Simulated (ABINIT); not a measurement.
# CdS (Greenockite): bands and cutoff in G0W0 with ABINIT

Wanted: a converged G0W0 gap of CdS (Greenockite), or an estimate of the limit.

Method: PBE and many-body steps on it, plane waves, in ABINIT 10.8.3.

## 1. Starting point

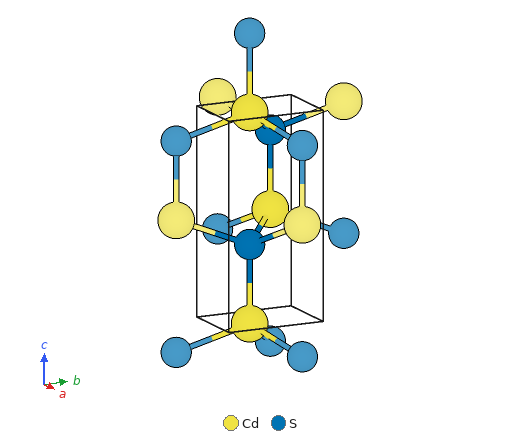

Start, viewed slightly off an axis; cadmium yellow, sulfur blue. Some periodic images of atoms are drawn too.

The cell and positions come from the Crystallography Open Database and are kept as given unless a step says otherwise.

## 2. Empty states on the mesh, 3×3×2 mesh, 531 bands

This step: ABINIT 10.8.3; DFT, PBE, plane waves, norm-conserving pseudopotentials.

The sums over transitions need many empty states on a uniform mesh; this step solves for them.

run.abi

```
acell 3*1.0 Angstrom
rprim 
  4.137000000025 -0.000000000006 0.000000000000
  -2.068500000008 3.582747095481 0.000000000000
  0.000000000000 0.000000000000 6.714400000000
ntypat 2
znucl 48 16
natom 4
typat 1 1 2 2
xred 
  0.666666666667 0.333333333333 0.000000000000
  0.333333333333 0.666666666667 0.500000000000
  0.666666666667 0.333333333333 0.375000000000
  0.333333333333 0.666666666667 0.875000000000
pp_dirpath "pseudos"
pseudos "Cd.upf, S.upf"
ecut 47
ngkpt 3 3 2
nshiftk 1
shiftk 0 0 0
kptopt 1
chksymbreak 0
iscf -2
irdden 1
istwfk *1
nband 531
nbdbuf 48
tolwfr 1e-09
nstep 60
prtvol 0
indata_prefix "in"
outdata_prefix "out"
tmpdata_prefix "tmp"
```

On the command line:

```bash
> OMP_NUM_THREADS=1 mpirun -n 4 abinit run.abi > log
```

Numbers of over 12 decimals in the logs are rounded to 6 here.

What it wrote:

```text
.Version 10.8.3 of ABINIT. v10.8.2 released Aug 2026.

 Symmetries : space group P6_3 m c (#186); Bravais hP (primitive hexag.)
[... echo of the input left out ...]
== DATASET  1 ==================================================================
-   mpi_nproc: 4, omp_nthreads: 1 (-1 if OMP is not activated)

--- !DatasetInfo
iteration_state: {dtset: 1, }
dimensions: {natom: 4, nkpt: 6, mband: 531, nsppol: 1, nspinor: 1, nspden: 1, mpw: 10374, }
cutoff_energies: {ecut:  47.0, pawecutdg:  -1.0, }
[...]
5.95640    5.95662    5.96560    5.96582    5.98941    5.99103    5.99476    5.99937
   6.00198    6.00339    6.01698    6.01879    6.02288    6.02535    6.02712    6.02906
   6.03055    6.03355    6.03735
 prteigrs : prtvol=0 or 1, do not print more k-points.

== END DATASET(S) ==============================================================
================================================================================

 -outvars: echo values of variables after computation  --------
            nband         531
             nkpt           6
          spgroup         186
 [... the other variables as echoed above ...]

 Calculation completed.
```

The job ended after 21 min (4 MPI ranks of Arm Neoverse V1, shared host; peak memory 0.98 GiB).

This step gave:

```
gap                                                           : 1.198 eV
k of the valence top                                          : 0, 0, 0
k of the conduction bottom                                    : 0, 0, 0
least direct gap                                              : 1.198 eV
k points computed                                             : 6
lowest point of the top converged band, above the valence top : 150.9386 eV
```

On this mesh the gap is 1.198 eV.

The density comes from a self-consistent run that is not shown.

## 3. Screening, 3×3×2 mesh, 116 bands, screening to 68.6 eV

The RPA dielectric matrix is built and inverted for each q.

This step: RPA screening on PBE, plane waves, norm-conserving pseudopotentials.

Changes to run.abi since step 2:

```diff
@@ -22,10 +22,11 @@
 chksymbreak 0
-iscf -2
-irdden 1
 istwfk *1
-nband 531
-nbdbuf 48
-tolwfr 1e-09
-nstep 60
-prtvol 0
+occopt 1
+irdwfk 1
+optdriver 3
+nband 116
+ecuteps 2.52
+inclvkb 2
+awtr 1
+symchi 1
 indata_prefix "in"
```

What it wrote:

```text
.Version 10.8.3 of ABINIT. v10.8.2 released Aug 2026.

 Symmetries : space group P6_3 m c (#186); Bravais hP (primitive hexag.)
[... echo of the input left out ...]
== DATASET  1 ==================================================================
-   mpi_nproc: 4, omp_nthreads: 1 (-1 if OMP is not activated)

--- !DatasetInfo
iteration_state: {dtset: 1, }
dimensions: {natom: 4, nkpt: 6, mband: 116, nsppol: 1, nspinor: 1, nspden: 1, mpw: 10374, }
cutoff_energies: {ecut:  47.0, pawecutdg:  -1.0, }
electrons: {nelect:   5.20000000E+01, charge:   0.00000000E+00, occopt:   1.00000000E+00, tsmear:   1.00000000E-02, }

 SCREENING: Calculation of the susceptibility and dielectric matrices

 Based on a program developped by R.W. Godby, V. Olevano, G. Onida, and L. Reining.
 Incorporated in ABINIT by V. Olevano, G.-M. Rignanese, and M. Torrent.
.Using double precision arithmetic ; gwpc =  8

[... cell and pseudopotentials left out ...]
--------------------------------------------------------------------------------

 ==== K-mesh for the wavefunctions ====
 Number of points in the irreducible wedge :     6
[... list of points left out ...]
 Together with 12 symmetry operations and time-reversal symmetry
 yields    18 points in the full Brillouin Zone.

 ==== Q-mesh for the screening function ====
 Number of points in the irreducible wedge :     6
[... list of points left out ...]
 Together with 12 symmetry operations and time-reversal symmetry
 yields    18 points in the full Brillouin Zone.

 setmesh: FFT mesh size selected  =    25x   25x   48
          total number of points  =        30000

 vcoul_init : cutoff-mode = AUXILIARY_FUNCTION
 q-points for optical limit:   1
     1)      0.000010    0.000020    0.000030

- screening: taking advantage of time-reversal symmetry
- Maximum band index for partially occupied states nbvw = 26
- Remaining bands to be divided among processors   nbcw = 90
- Number of bands treated by each node ~22

 Number of electrons calculated from density =   52.0000; Expected =   52.0000
 average of density, n =  0.077428
 r_s =    1.4555
 omega_plasma =   26.8414 [eV]

 calculating chi0 at frequencies [eV] :
  1    0.000000E+00    0.000000E+00
  2    0.000000E+00    2.684136E+01

--------------------------------------------------------------------------------
  q-point number  1        q = ( 0.000000, 0.000000, 0.000000) [r.l.u.]
--------------------------------------------------------------------------------
[... chi0 elements left out ...]
 For q-point:  0.000010 0.000020 0.000030
  dielectric constant =  13.6459
  dielectric constant without local fields =  14.3577

  Average fulfillment of the sum rule on Im[epsilon] for q-point    1 :     49.10  [%]
[... wings left out ...]
  q-point number  2        q = ( 0.333333, 0.000000, 0.000000) [r.l.u.]
--------------------------------------------------------------------------------
[... chi0 elements left out ...]
  Average fulfillment of the sum rule on Im[epsilon] for q-point    2 :     53.98  [%]

 [... 4 further q-points ...]
```

Wall time 39 s (4 MPI ranks); peak memory 1.2 GiB; 2.6 min of CPU time.

Numbers from this step:

| Item | Value |
| --- | --- |
| ε∞ with local fields, on this mesh, along the program's q direction | 13.65 |
| the same without local fields | 14.36 |
| plasma frequency | 26.84 eV |
| plane waves in the screening matrix | 135 |

Local fields lower ε∞ by 5 %. On a Γ-centred mesh this coarse the value itself is usually too large, while a short band sum pulls it down.

## 4. 116 bands, 68.6 eV

The self-energy is evaluated for the states that the input lists, and the levels follow from it, in one-shot runs by the linearised quasiparticle equation.

This step: G0W0 on PBE, plane waves, norm-conserving pseudopotentials.

Changes to run.abi since step 3:

```diff
@@ -25,8 +25,17 @@
 irdwfk 1
-optdriver 3
+optdriver 4
 nband 116
+gwcalctyp 0
+ecutsigx 47
+symsigma 1
+nkptgw 2
+kptgw 
+  0.0000000000 0.0000000000 0.0000000000
+  0.0000000000 0.0000000000 0.5000000000
+bdgw 
+  25 28
+  23 28
 ecuteps 2.52
-inclvkb 2
-awtr 1
-symchi 1
+irdscr 1
+ppmodel 1
 indata_prefix "in"
```

What it wrote:

```text
.Version 10.8.3 of ABINIT. v10.8.2 released Aug 2026.

 Symmetries : space group P6_3 m c (#186); Bravais hP (primitive hexag.)
[... echo of the input left out ...]
== DATASET  1 ==================================================================
-   mpi_nproc: 4, omp_nthreads: 1 (-1 if OMP is not activated)

--- !DatasetInfo
iteration_state: {dtset: 1, }
dimensions: {natom: 4, nkpt: 6, mband: 116, nsppol: 1, nspinor: 1, nspden: 1, mpw: 10374, }
cutoff_energies: {ecut:  47.0, pawecutdg:  -1.0, }
electrons: {nelect:   5.20000000E+01, charge:   0.00000000E+00, occopt:   1.00000000E+00, tsmear:   1.00000000E-02, }

 SIGMA: Calculation of the GW corrections

 Based on a program developped by R.W. Godby, V. Olevano, G. Onida, and L. Reining.
 Incorporated in ABINIT by V. Olevano, G.-M. Rignanese, and M. Torrent.
.Using double precision arithmetic ; gwpc =  8

[... cell and pseudopotentials left out ...]
--------------------------------------------------------------------------------

 ==== K-mesh for the wavefunctions ====
 Number of points in the irreducible wedge :     6
[... list of points left out ...]
 Together with 12 symmetry operations and time-reversal symmetry
 yields    18 points in the full Brillouin Zone.

 ==== Q-mesh for screening function ====
 Number of points in the irreducible wedge :     6
[... list of points left out ...]
 Together with 12 symmetry operations and time-reversal symmetry
 yields    18 points in the full Brillouin Zone.

 vcoul_init : cutoff-mode = AUXILIARY_FUNCTION
 q-points for optical limit:   1
     1)      0.000010    0.000020    0.000030
 setmesh: FFT mesh size selected  =    45x   45x   80
          total number of points  =       162000

 Number of electrons calculated from density =   52.0000; Expected =   52.0000
 average of density, n =  0.077428
 r_s =    1.4555
 omega_plasma =   26.8414 [eV]

 === KS Band Gaps ===
  >>>> For spin  1
   Minimum direct gap =   1.1981 [eV], located at k-point      :   0.0000  0.0000  0.0000
   Fundamental gap    =   1.1981 [eV], Top of valence bands at :   0.0000  0.0000  0.0000
                                       Bottom of conduction at :   0.0000  0.0000  0.0000
 SIGMA fundamental parameters:
 PLASMON POLE MODEL  1
 number of plane-waves for SigmaX                10251
 number of plane-waves for SigmaC and W            135
 number of plane-waves for wavefunctions         10251
 number of bands                                   116
 number of independent spin polarizations            1
 number of spinorial components                      1
 number of k-points in IBZ                           6
 number of q-points in IBZ                           6
 number of symmetry operations                      12
 number of k-points in BZ                           18
 number of q-points in BZ                           18
 number of frequencies for dSigma/dE                 9
 frequency step for dSigma/dE [eV]                0.25
 number of omega for Sigma on real axis              0
 max omega for Sigma on real axis  [eV]           0.00
 zcut for avoiding poles [eV]                     0.10

 EPSILON^-1 parameters (SCR file):
 dimension of the eps^-1 matrix on file            135
 dimension of the eps^-1 matrix used               135
 number of plane-waves for wavefunctions         10251
 number of bands                                   116
 number of q-points in IBZ                           6
 number of frequencies                               2
 number of real frequencies                          1
 number of imag frequencies                          1

 matrix elements of self-energy operator (all in [eV])

 Perturbative Calculation

--- !SelfEnergy_ee
iteration_state: {dtset: 1, }
kpoint     : [   0.000,    0.000,    0.000, ]
spin       : 1
KS_gap     :    1.198
QP_gap     :    2.026
Delta_QP_KS:    0.828
data: !SigmaeeData |
     Band     E0 <VxcDFT>   SigX SigC(E0)      Z dSigC/dE  Sig(E)    E-E0       E
       25   4.369 -15.331 -18.293   2.576   0.784  -0.275 -15.634  -0.302   4.067
       26   4.369 -15.331 -18.293   2.576   0.784  -0.275 -15.634  -0.302   4.067
       27   5.567 -10.684  -6.575  -3.463   0.815  -0.226 -10.158   0.526   6.093
       28   7.145 -11.042  -6.562  -3.687   0.817  -0.224 -10.394   0.648   7.792

--- !SelfEnergy_ee
iteration_state: {dtset: 1, }
kpoint     : [   0.000,    0.000,    0.500, ]
spin       : 1
KS_gap     :    3.241
QP_gap     :    4.202
Delta_QP_KS:    0.961
data: !SigmaeeData |
     Band     E0 <VxcDFT>   SigX SigC(E0)      Z dSigC/dE  Sig(E)    E-E0       E
       23   3.969 -14.821 -17.893   2.631   0.783  -0.277 -15.166  -0.345   3.624
       24   3.969 -14.821 -17.893   2.631   0.783  -0.277 -15.166  -0.345   3.624
       25   3.969 -14.821 -17.893   2.631   0.783  -0.277 -15.166  -0.345   3.624
       26   3.969 -14.821 -17.893   2.631   0.783  -0.277 -15.166  -0.345   3.624
       27   7.211 -11.164  -6.784  -3.621   0.811  -0.233 -10.548   0.615   7.826
       28   7.211 -11.164  -6.784  -3.621   0.811  -0.233 -10.548   0.615   7.826

== END DATASET(S) ==============================================================
================================================================================

 -outvars: echo values of variables after computation  --------
           etotal      0.0000000000E+00
            nband         116
             nkpt           6
          spgroup         186
 [... the other variables as echoed above ...]

 Calculation completed.
```

Elapsed: 6.7 s, on 4 MPI ranks; peak memory 1 GiB; 27 s of CPU time.

This step gave:

| Quantity | Value |
| --- | --- |
| G0W0 gap on the points computed | 2.026 eV |
| starting gap on the mesh | 1.198 eV |
| k of the valence top | 0, 0, 0 |
| k of the conduction bottom | 0, 0, 0 |
| Z at the valence top | 0.784 |
| Z at the conduction bottom | 0.815 |
| least direct G0W0 gap on the computed points | 2.026 eV |

The gap on the mesh goes from 1.20 eV to 2.03 eV, a correction of +0.83 eV.

## 5. Screening, 3×3×2 mesh, 164 bands, screening to 90.6 eV

This step: RPA screening on PBE, plane waves, norm-conserving pseudopotentials.

Changes to run.abi since step 4:

```diff
@@ -25,17 +25,8 @@
 irdwfk 1
-optdriver 4
-nband 116
-gwcalctyp 0
-ecutsigx 47
-symsigma 1
-nkptgw 2
-kptgw 
-  0.0000000000 0.0000000000 0.0000000000
-  0.0000000000 0.0000000000 0.5000000000
-bdgw 
-  25 28
-  23 28
-ecuteps 2.52
-irdscr 1
-ppmodel 1
+optdriver 3
+nband 164
+ecuteps 3.33
+inclvkb 2
+awtr 1
+symchi 1
 indata_prefix "in"
```

What it wrote:

```text
.Version 10.8.3 of ABINIT. v10.8.2 released Aug 2026.

 Symmetries : space group P6_3 m c (#186); Bravais hP (primitive hexag.)
[... echo of the input left out ...]
== DATASET  1 ==================================================================
-   mpi_nproc: 4, omp_nthreads: 1 (-1 if OMP is not activated)

--- !DatasetInfo
iteration_state: {dtset: 1, }
dimensions: {natom: 4, nkpt: 6, mband: 164, nsppol: 1, nspinor: 1, nspden: 1, mpw: 10374, }
cutoff_energies: {ecut:  47.0, pawecutdg:  -1.0, }
electrons: {nelect:   5.20000000E+01, charge:   0.00000000E+00, occopt:   1.00000000E+00, tsmear:   1.00000000E-02, }

 SCREENING: Calculation of the susceptibility and dielectric matrices

 Based on a program developped by R.W. Godby, V. Olevano, G. Onida, and L. Reining.
 Incorporated in ABINIT by V. Olevano, G.-M. Rignanese, and M. Torrent.
.Using double precision arithmetic ; gwpc =  8

[... cell and pseudopotentials left out ...]
--------------------------------------------------------------------------------

 ==== K-mesh for the wavefunctions ====
 Number of points in the irreducible wedge :     6
[... list of points left out ...]
 Together with 12 symmetry operations and time-reversal symmetry
 yields    18 points in the full Brillouin Zone.

 ==== Q-mesh for the screening function ====
 Number of points in the irreducible wedge :     6
[... list of points left out ...]
 Together with 12 symmetry operations and time-reversal symmetry
 yields    18 points in the full Brillouin Zone.

 setmesh: FFT mesh size selected  =    27x   27x   50
          total number of points  =        36450

 vcoul_init : cutoff-mode = AUXILIARY_FUNCTION
 q-points for optical limit:   1
     1)      0.000010    0.000020    0.000030

- screening: taking advantage of time-reversal symmetry
- Maximum band index for partially occupied states nbvw = 26
- Remaining bands to be divided among processors   nbcw = 138
- Number of bands treated by each node ~34

 Number of electrons calculated from density =   52.0000; Expected =   52.0000
 average of density, n =  0.077428
 r_s =    1.4555
 omega_plasma =   26.8414 [eV]

 calculating chi0 at frequencies [eV] :
  1    0.000000E+00    0.000000E+00
  2    0.000000E+00    2.684136E+01

--------------------------------------------------------------------------------
  q-point number  1        q = ( 0.000000, 0.000000, 0.000000) [r.l.u.]
--------------------------------------------------------------------------------
[... chi0 elements left out ...]
 For q-point:  0.000010 0.000020 0.000030
  dielectric constant =  13.6066
  dielectric constant without local fields =  14.3768

  Average fulfillment of the sum rule on Im[epsilon] for q-point    1 :     60.82  [%]
[... wings left out ...]
  q-point number  2        q = ( 0.333333, 0.000000, 0.000000) [r.l.u.]
--------------------------------------------------------------------------------
[... chi0 elements left out ...]
  Average fulfillment of the sum rule on Im[epsilon] for q-point    2 :     65.35  [%]

 [... 4 further q-points ...]
```

It took 68 s on 4 MPI ranks; peak memory 1.5 GiB; 4.5 min of CPU time.

This step gave:

* ε∞ with local fields, on this mesh, along the program's q direction: 13.61
* the same without local fields: 14.38
* plasma frequency: 26.84 eV
* plane waves in the screening matrix: 197

(Part 1 of 2 ends here.)

[Paths, hosts, dates, memory and timing lines, banners, echoed tables and standing remarks are left out of the program output.]

[Logs are printed without paths, hosts, clocks, repeated set-up lines and the standing remarks that a program may print on its own settings, such as how far it seeks lower states.]

[Runs of the session that timed out or met a known fault of the program may be left out.]

[Hosts, paths, dates, database ids (printed as entryN), source tags and the programs' standing remarks are cut or masked in the printed files.]

[G0W0 gaps are taken among the corrected bands and points alone; a level outside them can change the order at an edge.]

[Where Ansatz stands beside ABINIT at settings called matched, ABINIT's density can come from a denser mesh and the files from another edition; pairs whose starting gaps differed by over 0.03 eV were left out, so agreement reads better than it is.]
